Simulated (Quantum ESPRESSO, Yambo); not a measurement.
# BaTiO3 (P4mm): G0W0 in Yambo against the screening cutoff, part 2 of 2

Aim: move the screening cutoff of a G0W0 run on BaTiO3 (P4mm) over a wide range.

Yambo 5.3.0; PBE and many-body steps on it, plane waves. Known limits of the many-body steps: not at the basis limit; no spin-orbit coupling; coarse k mesh.

So far. Step 2 (2 Ha): The gap on the mesh goes from 1.85 eV to 3.43 eV, a correction of +1.58 eV. Step 3 (3 Ha): Against the run before, the gap moves by −0.067 eV.

The database entry behind the starting cell differs from later determinations by our own check (c/a about 0.6 % short), so it need not match the best structure at ambient conditions.

## Step 4: 6 Ha

Level of this step: G0W0 on PBE, plane waves, norm-conserving pseudopotentials (Yambo).

File gw9.in:

```
HF_and_locXC
gw0
dyson
ppa
em1d
rim_cut
RandQpts= 1000000
RandGvec= 1 RL
EXXRLvcs= 76 Ry
VXCRLvcs= 304 Ry
Chimod= "HARTREE"
% BndsRnXp
 1 | 87 |
%
NGsBlkXp= 12 Ry
% LongDrXp
 1 | 1 | 1 |
%
% GbndRnge
 1 | 87 |
%
DysSolver= "n"
ExtendOut
PPAPntXp= 27.21138 eV
% QPkrange
 18 | 18 | 19 | 22 |
 1 | 1 | 19 | 22 |
%
```

Launch:

```console
OMP_NUM_THREADS=1 mpirun -n 8 yambo -F gw9.in -J gw9 -C gw9 > gw9.log
```

Log:

```text
 Yambo, version 5.3.0

 [02] CORE Variables Setup
 =========================

  [... cell, symmetries and grids as in the set-up ...]

  [02.05] Energies & Occupations
  ==============================

  [X] === General ===
  [X] Electronic Temperature                        :  0.000000  0.000000 [eV K]
  [X] Bosonic    Temperature                        :  0.000000  0.000000 [eV K]
  [X] Finite Temperature mode                       : no
  [X] El. density                                   :  0.62226E+24 [cm-3]
[...]
QP @ state[ 1 ] b range                          :  19  22
   QP @ state[ 2 ] K range                          :  18  18
   QP @ state[ 2 ] b range                          :  19  22
   GF energies kind                                 : Perdew, Burke & Ernzerhof(X)+Perdew, Burke & Ernzerhof(C)
   GF WF`s kind                                     : Perdew, Burke & Ernzerhof(X)+Perdew, Burke & Ernzerhof(C)
   Xs energies kind                                 : Perdew, Burke & Ernzerhof(X)+Perdew, Burke & Ernzerhof(C)
   Xs WF`s kind                                     : Perdew, Burke & Ernzerhof(X)+Perdew, Burke & Ernzerhof(C)

 [11] Game Over & Game summary
```

It took 2.3 min on 8 MPI ranks of Arm Neoverse V2, shared host; peak memory 4.3 GiB.

Numbers from this step:

| Property | Result |
| --- | --- |
| G0W0 gap on the points computed | 3.357 eV |
| starting gap on the mesh | 1.850 eV |
| k of the valence top | -0.5, -0.5, -0.5 |
| k of the conduction bottom | 0, 0, 0 |
| least direct G0W0 gap on the computed points | 3.733 eV |

Against the run before, the gap moves by −0.004 eV.

## Step 5: 7.5 Ha

gw10.in, as its differences from gw9.in of step 4:

```diff
@@ -14,3 +14,3 @@
 %
-NGsBlkXp= 12 Ry
+NGsBlkXp= 15 Ry
 % LongDrXp
```

Launch:

```console
OMP_NUM_THREADS=1 mpirun -n 8 yambo -F gw10.in -J gw10 -C gw10 > gw10.log
```

Log:

```text
 Yambo, version 5.3.0

 [02] CORE Variables Setup
 =========================

  [... cell, symmetries and grids as in the set-up ...]

  [02.05] Energies & Occupations
  ==============================

  [X] === General ===
  [X] Electronic Temperature                        :  0.000000  0.000000 [eV K]
  [X] Bosonic    Temperature                        :  0.000000  0.000000 [eV K]
  [X] Finite Temperature mode                       : no
  [X] El. density                                   :  0.62226E+24 [cm-3]
[...]
QP @ state[ 1 ] b range                          :  19  22
   QP @ state[ 2 ] K range                          :  18  18
   QP @ state[ 2 ] b range                          :  19  22
   GF energies kind                                 : Perdew, Burke & Ernzerhof(X)+Perdew, Burke & Ernzerhof(C)
   GF WF`s kind                                     : Perdew, Burke & Ernzerhof(X)+Perdew, Burke & Ernzerhof(C)
   Xs energies kind                                 : Perdew, Burke & Ernzerhof(X)+Perdew, Burke & Ernzerhof(C)
   Xs WF`s kind                                     : Perdew, Burke & Ernzerhof(X)+Perdew, Burke & Ernzerhof(C)

 [11] Game Over & Game summary
```

The job ended after 4.6 min (8 MPI ranks; peak memory 4.3 GiB; 37 min of CPU time).

This step gave:

* G0W0 gap on the points computed: 3.353 eV
* starting gap on the mesh: 1.850 eV
* k of the valence top: -0.5, -0.5, -0.5
* k of the conduction bottom: 0, 0, 0
* least direct G0W0 gap on the computed points: 3.732 eV

Against the run before, the gap moves by −0.004 eV.

## Step 6: 9.5 Ha

gw11.in, as its differences from gw10.in of step 5:

```diff
@@ -14,3 +14,3 @@
 %
-NGsBlkXp= 15 Ry
+NGsBlkXp= 19 Ry
 % LongDrXp
```

Launch:

```console
OMP_NUM_THREADS=1 mpirun -n 8 yambo -F gw11.in -J gw11 -C gw11 > gw11.log
```

Log:

```text
 Yambo, version 5.3.0

 [02] CORE Variables Setup
 =========================

  [... cell, symmetries and grids as in the set-up ...]

  [02.05] Energies & Occupations
  ==============================

  [X] === General ===
  [X] Electronic Temperature                        :  0.000000  0.000000 [eV K]
  [X] Bosonic    Temperature                        :  0.000000  0.000000 [eV K]
  [X] Finite Temperature mode                       : no
  [X] El. density                                   :  0.62226E+24 [cm-3]
[...]
QP @ state[ 1 ] b range                          :  19  22
   QP @ state[ 2 ] K range                          :  18  18
   QP @ state[ 2 ] b range                          :  19  22
   GF energies kind                                 : Perdew, Burke & Ernzerhof(X)+Perdew, Burke & Ernzerhof(C)
   GF WF`s kind                                     : Perdew, Burke & Ernzerhof(X)+Perdew, Burke & Ernzerhof(C)
   Xs energies kind                                 : Perdew, Burke & Ernzerhof(X)+Perdew, Burke & Ernzerhof(C)
   Xs WF`s kind                                     : Perdew, Burke & Ernzerhof(X)+Perdew, Burke & Ernzerhof(C)

 [11] Game Over & Game summary
```

Run time: 8.4 min. Hardware: 8 MPI ranks; peak memory 4.4 GiB.

Numbers from this step:

```yaml
g0w0_gap_on_the_points_computed: 3.337 eV
starting_gap_on_the_mesh: 1.850 eV
k_of_the_valence_top: -0.5, -0.5, -0.5
k_of_the_conduction_bottom: 0, 0, 0
least_direct_g0w0_gap_on_the_computed_points: 3.718 eV
```

Against the run before, the gap moves by −0.016 eV.

## Step 7: Side by side

Times are wall times on 8 MPI ranks of Arm Neoverse V2, shared host, good to a factor of about two.

```
   run   mesh  bands  screening cutoff (eV)  DFT gap (eV)  gap on the mesh (eV)  direct (eV)     time
  2 Ha  4×4×4     87                   54.4         1.850                 3.427        3.781     48 s
  3 Ha  4×4×4     87                   81.6         1.850                 3.361        3.715     51 s
  6 Ha  4×4×4     87                  163.3         1.850                 3.357        3.733  2.3 min
7.5 Ha  4×4×4     87                  204.1         1.850                 3.353        3.732  4.6 min
9.5 Ha  4×4×4     87                  258.5         1.850                 3.337        3.718  8.4 min
```

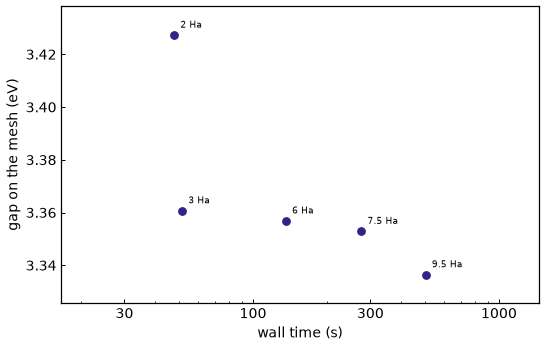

Result against wall time.

## Step 8: What came out

```yaml
2_ha: 3.427 eV
3_ha: 3.361 eV
6_ha: 3.357 eV
7p5_ha: 3.353 eV
9p5_ha: 3.337 eV
known_limits: not at the basis limit; no spin-orbit coupling; coarse k mesh
```

**Reading.** The setting moved: screening cutoff. From 2 Ha to 9.5 Ha the gap moves by −0.09 eV, for 11 times the time. The last step still moves it by −0.016 eV. Bands and screening cutoff are coupled, so a series along one setting does not show full convergence. Bands and cutoff are finite, so the gap is not at the basis limit. The miss can reach some tenths of an eV and take either sign; the mesh is an error of its own. In the G0W0 runs levels were corrected at 2 k points alone, so a gap called «on the mesh» is the least over those, and an edge elsewhere would be missed. The 4×4×4 mesh is coarse for this cell, which bears on the long-range parts of exchange and screening. The many-body steps are scalar-relativistic: spin-orbit coupling is not in them.

[Paths, hosts, dates, memory and timing lines, banners, echoed tables and standing remarks are left out of the program output.]

[Logs are printed without paths, hosts, clocks, repeated set-up lines and the standing remarks that a program may print on its own settings, such as how far it seeks lower states.]

[Runs of the session that timed out or met a known fault of the program may be left out.]

[Hosts, paths, dates, database ids (printed as entryN), source tags and the programs' standing remarks are cut or masked in the printed files.]
